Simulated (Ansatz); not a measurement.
Consider AsBH6Si (SMILES [SiH3]B[AsH2]).

```xyz
9

Si   -0.6711    0.9049   -0.9914
B     0.5221    0.0809    0.4063
As    2.4757   -0.1349    0.1607
H    -1.6725   -0.1497   -1.4075
H     0.0594    1.3525   -2.2324
H    -1.4612    2.0776   -0.4624
H     0.0884   -0.1569    1.5186
H     2.7526   -1.4725    0.8468
H     2.5759   -0.6026   -1.2907
```

These are results of RKS PBE/def2-SVP (Ansatz), not measurements.

Predict the electron density and electron localisation function between the atoms.

B–As (1.98 Å): the density is about 0.89 e/Å³ at the midpoint; the ELF peaks at about 0.95 between the atoms: a covalent bond.
Si–B (2.01 Å): the density is about 0.77 e/Å³ at the midpoint; the ELF peaks at about 1 between the atoms: a shared electron pair.
B–H (1.22 Å): ρ is about 1.2 e/Å³ halfway; the ELF climbs to about 1 towards the hydrogen, as it does in any bond to H (a covalent bond by its length).
Si–H (1.51 Å): the density is about 0.74 e/Å³ at the midpoint; the ELF climbs to about 1 towards the hydrogen.

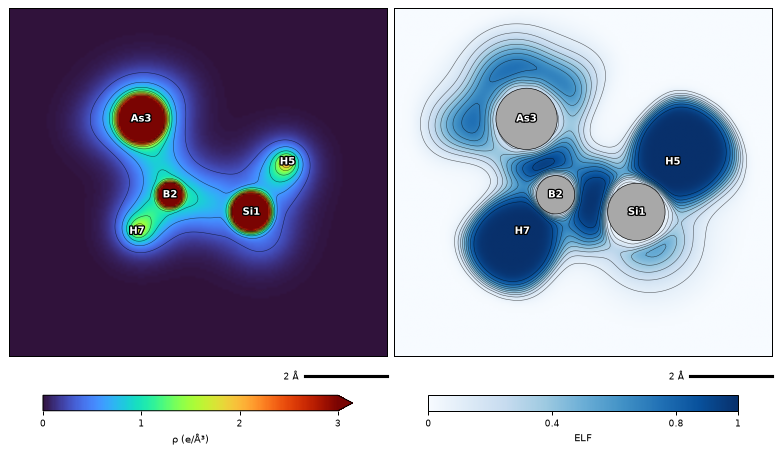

Computed electron density and electron localisation function on the plane of atoms Si1, B2 and As3, in this order. Grey discs cover the atomic cores in the ELF map. 
